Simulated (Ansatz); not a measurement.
# AsH2O with multiplicity 2: shift of H3 from O1 to As2, part 2 of 2

Aim: the minimum-energy path and barrier of the shift of H3 from O1 to As2. The ends are relaxed first, then joined by a nudged elastic band. SMILES of the start: O[AsH].

Ansatz 0.2.0; UKS B3LYP/def2-SVP.

**7. Another band, settings changed**

crystal.atoms is end A as relaxed above, and neb.final_atoms is end B, turned to lie on A. With 8 inner images the band has 10 in all. The start path is listed, through a guess of the saddle.

input.yaml reads:

```yaml
crystal:
  periodic: [false, false, false]
  atoms:
    - { symbol: O, position_ang: [-0.247681, -0.74995, 0.338896] }
    - { symbol: As, position_ang: [0.576129, 0.720936, -0.325699] }
    - { symbol: H, position_ang: [0.433081, -1.378004, 0.622909] }
    - { symbol: H, position_ang: [-0.761529, 1.407017, -0.636097] }
magnetization:
  spin_polarized: true
  initial_magnetization: 1
basis:
  gaussian: { orbitals: def2-SVP }
hamiltonian:
  xc: b3lyp
neb:
  order_check: false
  images: 8
  f_tol: 0.05
  max_iterations: 60
  climbing: false
  final_atoms:
    - { symbol: O, position_ang: [-0.96202868, -0.36912939, 1.1616331] }
    - { symbol: As, position_ang: [0.31487964, 0.29055169, 0.26105676] }
    - { symbol: H, position_ang: [0.97716055, -0.88846119, -0.46549324] }
    - { symbol: H, position_ang: [-0.3300115, 0.96703789, -0.95718762] }
  initial_path:
    images:
      - { positions_ang: [[-0.247681, -0.74995, 0.338896], [0.576129, 0.720936, -0.325699], [0.433081, -1.378004, 0.622909], [-0.761529, 1.407017, -0.636097]] }
      - { positions_ang: [[-0.37261567, -0.74292311, 0.33575055], [0.55027971, 0.65802107, -0.29724679], [0.54302652, -1.32647087, 0.59959179], [-0.72069055, 1.41137191, -0.63808655]] }
      - { positions_ang: [[-0.49755034, -0.73589621, 0.33260511], [0.52443041, 0.59510614, -0.26879458], [0.65297204, -1.27493774, 0.57627458], [-0.67985211, 1.41572681, -0.64007611]] }
      - { positions_ang: [[-0.62248502, -0.72886932, 0.32945966], [0.49858112, 0.53219121, -0.24034237], [0.76291757, -1.22340461, 0.55295737], [-0.63901366, 1.42008172, -0.64206566]] }
      - { positions_ang: [[-0.74741969, -0.72184243, 0.32631422], [0.47273182, 0.46927628, -0.21189016], [0.87286309, -1.17187148, 0.52964016], [-0.59817522, 1.42443663, -0.64405521]] }
      - { positions_ang: [[-0.82679165, -0.67952903, 0.41772945], [0.44370412, 0.4214558, -0.14669508], [0.93331637, -1.11747783, 0.40870657], [-0.55022883, 1.37555006, -0.67973195]] }
      - { positions_ang: [[-0.86060091, -0.60192912, 0.60370537], [0.411498, 0.38872977, -0.04475712], [0.94427742, -1.06022367, 0.19015662], [-0.4951745, 1.27342202, -0.74909587]] }
      - { positions_ang: [[-0.89441017, -0.52432921, 0.78968128], [0.37929188, 0.35600375, 0.05718084], [0.95523846, -1.00296951, -0.02839333], [-0.44012017, 1.17129398, -0.81845979]] }
      - { positions_ang: [[-0.92821943, -0.4467293, 0.97565719], [0.34708576, 0.32327772, 0.1591188], [0.96619951, -0.94571535, -0.24694329], [-0.38506584, 1.06916594, -0.8878237]] }
      - { positions_ang: [[-0.96202868, -0.36912939, 1.1616331], [0.31487964, 0.29055169, 0.26105676], [0.97716055, -0.88846119, -0.46549324], [-0.3300115, 0.96703789, -0.95718762]] }
```

Run with:

```sh
> ansatz run input.yaml --threads 1 --pin off --max-ram 2048MiB --backend cpu --events-out ev --progress --plain --runs-dir out
```

Standard output, cut to the lines that bear on the results:

```text
Warning: RAYON_NUM_THREADS=1 ignored (pool sized by the plan → 1); use --threads N
[...]
Functional definition: B3LYP
[...]
577 factors; integrals over basis functions are off by at most 3.3e-4 eV
[...]
mean field -62912.12461395 eV, -2311.9779361929 hartree, gradient 1.0e-5 eV, S^2 0.752555; 0 other end points of the search recorded, 0 dependent functions left out
[...]
Total energy: -62909.71507426 eV, -2311.8893872426 hartree
Atom 0 at    -0.612818    -0.815180     0.696910 Å, force     0.813869    -0.286484    -0.544347 eV/Å
Atom 1 at     0.370857     0.654525     0.345071 Å, force     0.072041     0.558135     0.048315 eV/Å
Atom 2 at     0.551418    -0.919065    -0.060285 Å, force    -0.874270    -0.339154     0.532233 eV/Å
Atom 3 at    -0.309457     1.079719    -0.981686 Å, force    -0.011640     0.067504    -0.036202 eV/Å
Dipole moment:     0.278964     0.271683    -0.162810 e Å
this run last wrote the band of iteration 13 to <dir>
```

Wall time 2.7 min (1 thread of Intel Xeon Platinum 8488C (Sapphire Rapids), shared host); peak memory 0.16 GiB.

**8. The band, image by image**

Images 0 and 9 are the ends. Energies count from image 0; the path length is the program's own measure over all atoms.

```tsv
image	path (Å)	energy (eV)	H3–O1 (Å)	H3–As2 (Å)	band force (eV/Å)
0	0.000	0.0000	0.97	2.31	-
1	0.328	0.0634	0.97	2.32	0.010
2	0.660	0.1779	0.97	2.35	0.045
3	0.999	0.2171	0.97	2.47	0.046
4	1.330	0.2140	0.97	2.22	0.010
5	1.658	0.8798	1.04	1.87	0.008
6	1.986	2.4097	1.39	1.63	0.002
7	2.314	2.0863	1.81	1.55	0.002
8	2.642	1.5611	2.21	1.52	0.002
9	2.971	1.3196	2.58	1.54	-
```

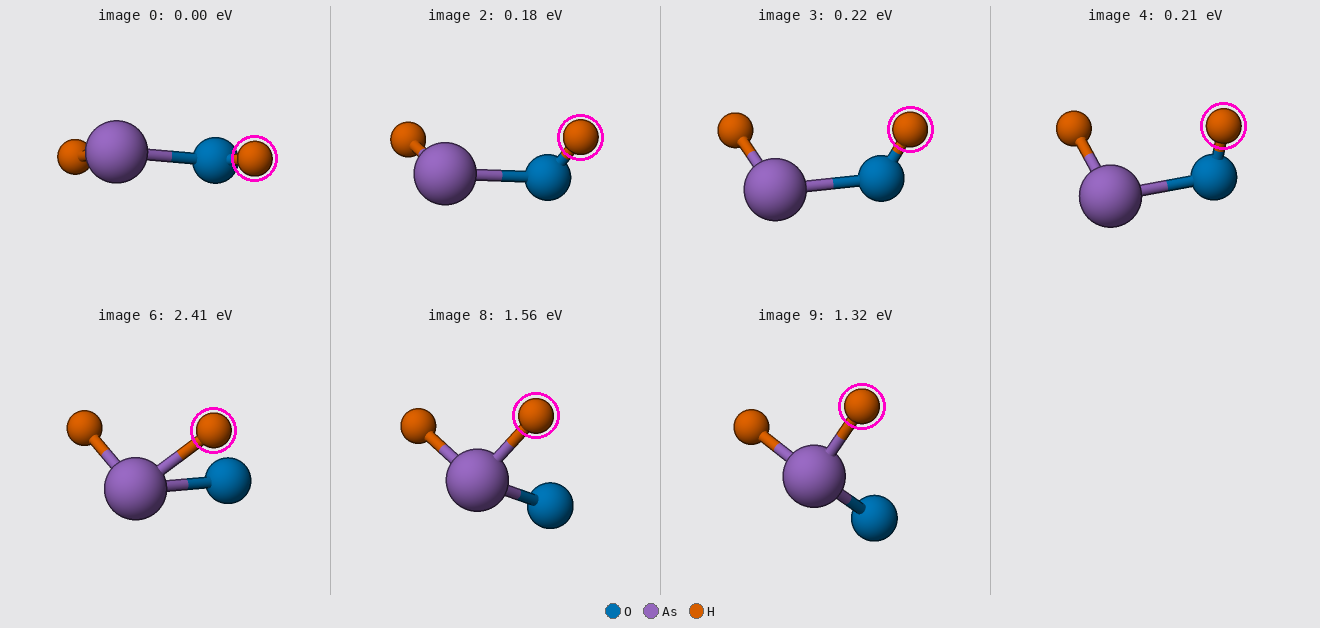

Snapshots along the band, viewed from a free direction. Ringed: H3. Sticks join atoms closer than a bonding distance in each image.

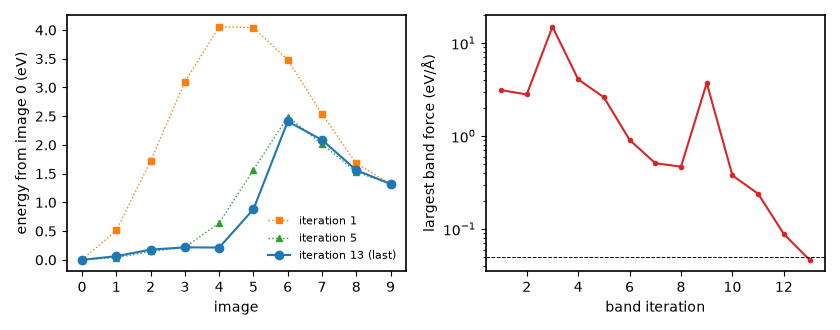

Left: energy of each image for early iterations and the last one (lines only join the points; early values far above the last band run off the scale). Right: the largest band force by iteration, with the threshold dashed.

**9. A trajectory let go at the top**

It starts at the highest inner image of the first converged band: 200 steps of 0.5 fs at constant energy, with velocities drawn for 300 K.

input.yaml reads:

```yaml
crystal:
  periodic: [false, false, false]
  atoms:
    - { symbol: O, position_ang: [-0.759893, -0.78211, 0.632491] }
    - { symbol: As, position_ang: [0.346965, 0.616584, 0.382576] }
    - { symbol: H, position_ang: [0.557591, -0.929364, -0.002546] }
    - { symbol: H, position_ang: [-0.144663, 1.094889, -1.012513] }
magnetization:
  spin_polarized: true
  initial_magnetization: 1
basis:
  gaussian: { orbitals: def2-SVP }
hamiltonian:
  xc: b3lyp
md:
  timestep: 0.5
  n_steps: 200
  ensemble: nve
  temperature: 300.0
  initial_velocities: maxwell_boltzmann
  seed: 11495
```

Run with:

```sh
> ansatz run input.yaml --threads 1 --pin off --max-ram 2048MiB --backend cpu --events-out ev --progress --plain --runs-dir out
```

Standard output, cut to the lines that bear on the results:

```text
Warning: RAYON_NUM_THREADS=1 ignored (pool sized by the plan → 1); use --threads N
[...]
[... 1 set-up line as earlier in the session ...]
[...]
580 factors; integrals over basis functions are off by at most 3.2e-4 eV
[...]
mean field -62909.66906808 eV, -2311.8876965468 hartree, gradient 2.7e-5 eV, S^2 0.761388; 2 other end points of the search recorded, 0 dependent functions left out
[...]
md step    72: t =    36.00 fs  T =  2714.9 K  F+E_penalty+E_count = -62910.29368638 eV  E_kin = 0.701866 eV  conserved = -62909.59181994 eV  (32 SCF iters)
[...]
md step    96: t =    48.00 fs  T =  1501.7 K  F+E_penalty+E_count = -62909.97961194 eV  E_kin = 0.388218 eV  conserved = -62909.59139361 eV  (28 SCF iters)
md step    97: t =    48.50 fs  T =  1586.7 K  F+E_penalty+E_count = -62910.00161827 eV  E_kin = 0.410203 eV  conserved = -62909.59141480 eV  (27 SCF iters)
```

**10. More of the same log: dynamics from the highest image of the converged band**

Output, continued, cut to the lines that bear on the results:

```text
md step    98: t =    49.00 fs  T =  1683.0 K  F+E_penalty+E_count = -62910.02654689 eV  E_kin = 0.435100 eV  conserved = -62909.59144677 eV  (28 SCF iters)
[...]
md step   123: t =    61.50 fs  T =  2717.4 K  F+E_penalty+E_count = -62910.29407492 eV  E_kin = 0.702493 eV  conserved = -62909.59158200 eV  (40 SCF iters)
[...]
Total energy: -62910.62063518 eV, -2311.9226659928 hartree
Atom 0 at    -0.722204    -0.726168     0.707480 Å, force     0.895625     0.473169    -0.325317 eV/Å
Atom 1 at     0.317533     0.589342     0.367025 Å, force    -0.435458     0.378461    -1.173221 eV/Å
Atom 2 at     1.818063     0.282195     0.137209 Å, force    -0.151979    -0.542214     0.416313 eV/Å
Atom 3 at     0.184229     1.020260    -1.186652 Å, force    -0.308189    -0.309416     1.082224 eV/Å
Dipole moment:     0.381990     0.362621    -0.153450 e Å
```

It took 6.4 min on 1 thread of Intel Xeon Platinum 8488C (Sapphire Rapids), shared host; peak memory 0.16 GiB.

**11. The trajectory**

The trajectory, every 11 steps (energies from step 0):

```tsv
time (fs)	T (K)	potential energy change (meV/atom)	total energy change (meV/atom)	H3–O1 (Å)	H3–As2 (Å)
0.0	300	0.0	0.00	1.47	1.61
5.5	144	10.1	0.03	1.47	1.57
11.0	44	16.6	0.05	1.54	1.63
16.5	586	-18.4	0.07	1.65	1.58
22.0	2554	-145.7	-0.05	2.01	1.54
27.5	3653	-216.8	-0.12	2.60	1.66
33.0	3132	-183.1	-0.05	2.98	1.68
38.5	2109	-116.9	-0.02	3.02	1.54
44.0	1256	-61.8	0.02	3.00	1.55
49.5	1789	-96.2	0.01	2.92	1.59
55.0	2774	-159.9	-0.06	2.63	1.52
60.5	2754	-158.7	-0.03	2.39	1.57
66.0	2694	-154.8	-0.07	2.24	1.58
71.5	2137	-118.8	-0.01	2.20	1.51
77.0	2184	-121.8	-0.03	2.36	1.58
82.5	2254	-126.4	-0.10	2.60	1.60
88.0	929	-40.6	0.08	2.78	1.54
93.5	2060	-113.7	0.03	2.87	1.56
99.0	4084	-244.8	-0.25	2.82	1.55
100.0	3977	-237.9	-0.22	2.79	1.55
```

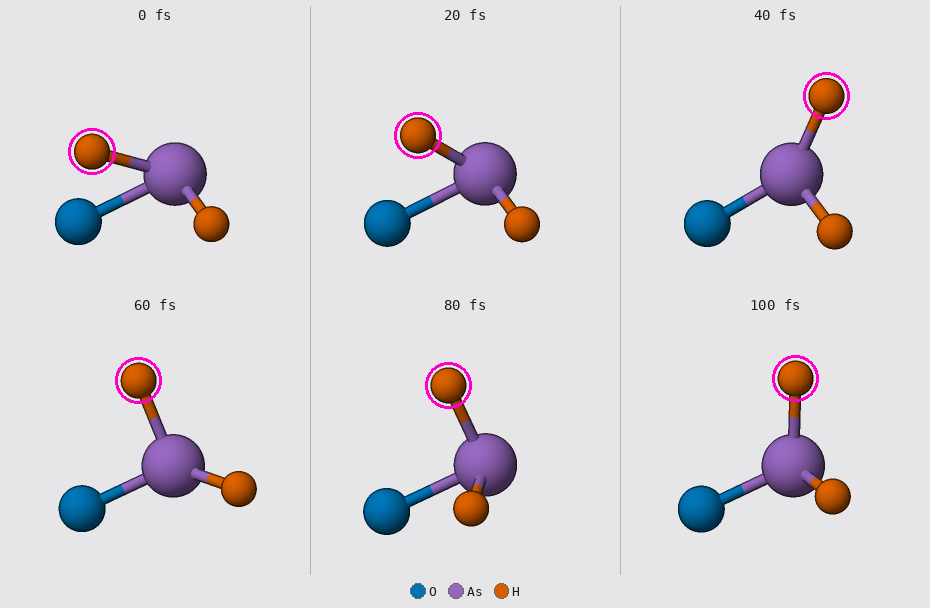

Six frames of the run, seen from a chosen angle. Sticks join atoms within a bonding distance in each frame.

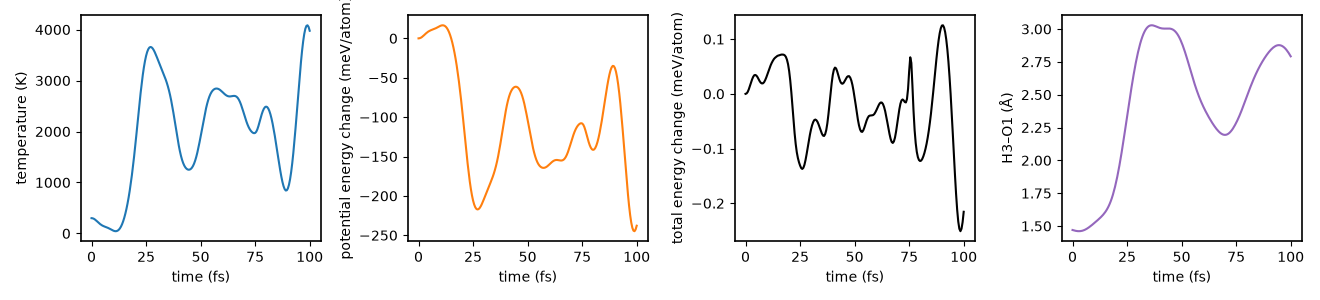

Traces against time; each panel has its own scale.

The last frame stands with the bonds of end B.

**12. Dynamics from the top**

It starts at the highest inner image of the first converged band: 200 steps of 0.5 fs at constant energy, with velocities drawn for 100 K.

Edit input.yaml of step 9 so:

```diff
@@ -18,4 +18,4 @@
   ensemble: nve
-  temperature: 300.0
+  temperature: 100.0
   initial_velocities: maxwell_boltzmann
-  seed: 11495
+  seed: 11496
```

Run with:

```sh
> ansatz run input.yaml --threads 1 --pin off --max-ram 2048MiB --backend cpu --events-out ev --progress --plain --runs-dir out
```

Standard output, cut to the lines that bear on the results:

```text
Warning: RAYON_NUM_THREADS=1 ignored (pool sized by the plan → 1); use --threads N
[...]
[... 1 set-up line as earlier in the session ...]
[...]
580 factors; integrals over basis functions are off by at most 3.2e-4 eV
[...]
mean field -62909.66906808 eV, -2311.8876965468 hartree, gradient 2.7e-5 eV, S^2 0.761388; 2 other end points of the search recorded, 0 dependent functions left out
[...]
md step    72: t =    36.00 fs  T =   739.5 K  F+E_penalty+E_count = -62909.83422770 eV  E_kin = 0.191173 eV  conserved = -62909.64305466 eV  (28 SCF iters)
[...]
md step    96: t =    48.00 fs  T =  3291.2 K  F+E_penalty+E_count = -62910.49458839 eV  E_kin = 0.850847 eV  conserved = -62909.64374108 eV  (31 SCF iters)
md step    97: t =    48.50 fs  T =  3393.6 K  F+E_penalty+E_count = -62910.52107764 eV  E_kin = 0.877320 eV  conserved = -62909.64375804 eV  (31 SCF iters)
```

**13. The output, continued: dynamics from the highest image of the converged band**

The log, continued, cut to the lines that bear on the results:

```text
md step    98: t =    49.00 fs  T =  3475.4 K  F+E_penalty+E_count = -62910.54221293 eV  E_kin = 0.898448 eV  conserved = -62909.64376444 eV  (31 SCF iters)
[...]
md step   123: t =    61.50 fs  T =  1981.0 K  F+E_penalty+E_count = -62910.15549317 eV  E_kin = 0.512137 eV  conserved = -62909.64335578 eV  (53 SCF iters)
[...]
Total energy: -62909.94938817 eV, -2311.8979981200 hartree
Atom 0 at    -0.644587    -0.610572     0.678894 Å, force    -4.097144    -5.501679     0.835757 eV/Å
Atom 1 at     0.299185     0.557964     0.371900 Å, force     5.534357     6.786855    -1.940191 eV/Å
Atom 2 at     1.839973     0.386095     0.024513 Å, force    -0.436414    -0.771521     0.675143 eV/Å
Atom 3 at     0.294171     1.413794    -0.982549 Å, force    -1.000800    -0.513655     0.429290 eV/Å
Dipole moment:     0.309951     0.348396    -0.132945 e Å
```

It took 5.5 min on 1 thread of Intel Xeon Platinum 8488C (Sapphire Rapids), shared host; peak memory 0.16 GiB.

**14. The trajectory**

One step in 11; energies are changes from step 0:

```tsv
time (fs)	T (K)	potential energy change (meV/atom)	total energy change (meV/atom)	H3–O1 (Å)	H3–As2 (Å)
0.0	100	0.0	0.00	1.47	1.61
5.5	98	0.1	0.03	1.52	1.61
11.0	776	-43.6	0.07	1.69	1.57
16.5	2867	-178.9	-0.08	2.15	1.58
22.0	3820	-240.5	-0.14	2.72	1.65
27.5	2858	-178.3	-0.06	3.04	1.63
33.0	1314	-78.4	0.00	3.07	1.54
38.5	719	-40.0	0.02	3.01	1.54
44.0	1960	-120.3	-0.02	2.89	1.57
49.5	3536	-222.2	-0.14	2.65	1.58
55.0	3156	-197.6	-0.06	2.33	1.59
60.5	2167	-133.6	-0.03	2.07	1.54
66.0	1233	-73.2	0.00	2.03	1.55
71.5	1367	-81.9	0.00	2.17	1.58
77.0	2294	-141.9	-0.11	2.44	1.55
82.5	2059	-126.6	0.02	2.79	1.58
88.0	2957	-184.7	-0.09	2.96	1.58
93.5	2839	-177.2	-0.15	2.88	1.51
99.0	1195	-70.7	0.04	2.78	1.57
100.0	1184	-70.0	0.05	2.76	1.59
```

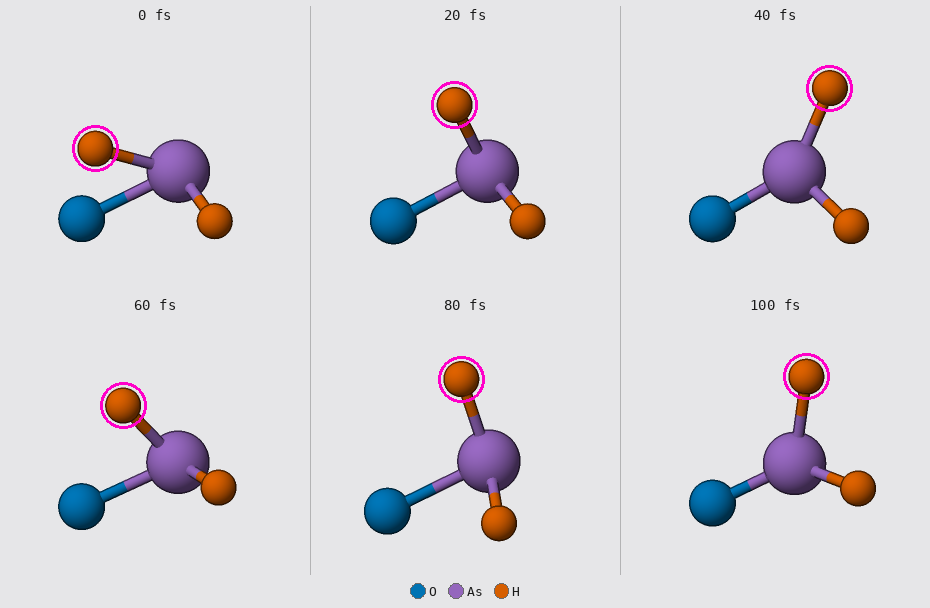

The system at six times, viewed from a chosen angle. Sticks join atoms within a bonding distance in each frame.

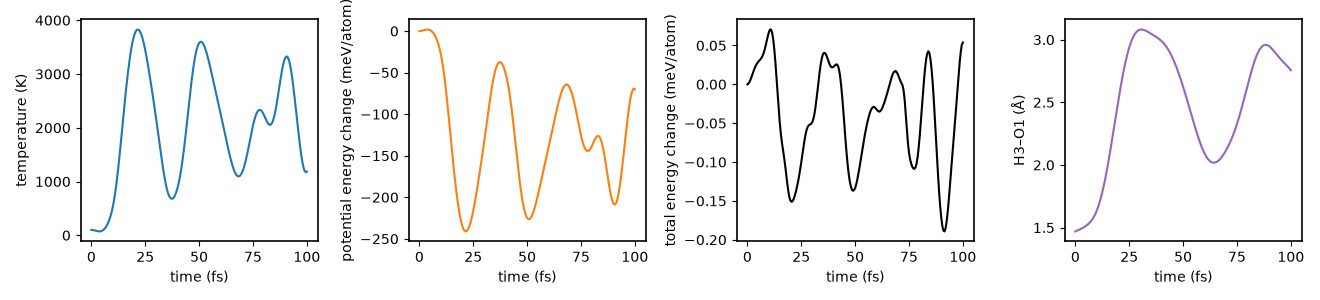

Time series of the run, each on its own scale.

The last frame stands with the bonds of end B.

**15. What came out**

What follows sums up all 2 parts.

```
                                quantity                                                                     value
                                   end A                                                   5 moves, 0.021 eV lower
                                   end B                                                   8 moves, 2.261 eV lower
            first band: barrier forwards                                                                  2.456 eV
           first band: barrier backwards                                                                  1.136 eV
first band: second end relative to first                                                                 +1.320 eV
               first band: highest image                                                    7 of 0 to 10, climbing
             first band: band iterations                                                                        28
              imaginary modes at the top                                                                1642i cm⁻¹
                             second band  top 2.410 eV above image 0, 13 iterations, 8 inner images, none climbing
             time, first and second band                                                       8.3 min and 2.7 min
       trajectory at 300 K, after 100 fs                                        with the bonds of end B, at 3977 K
       trajectory at 100 K, after 100 fs                                        with the bonds of end B, at 1184 K
```

**Reading.** In the first band: along this path the system climbs 2.46 eV from the first end (95 kT at 300 K), which at an assumed attempt frequency of 10^13 s⁻¹ means a rate near 10^-28 s⁻¹. The second end lies 1.32 eV above the first, so the way back costs 1.14 eV. By distance, end A alone has O1–H3 and end B alone has As2–H3. One imaginary mode, as a first-order saddle point has. The second band's top lies 46 meV below the first's, as a band that doesn't climb stops under the top. Zero-point energy and entropy are left out. Tunnelling, which matters where hydrogen moves, is missing too.
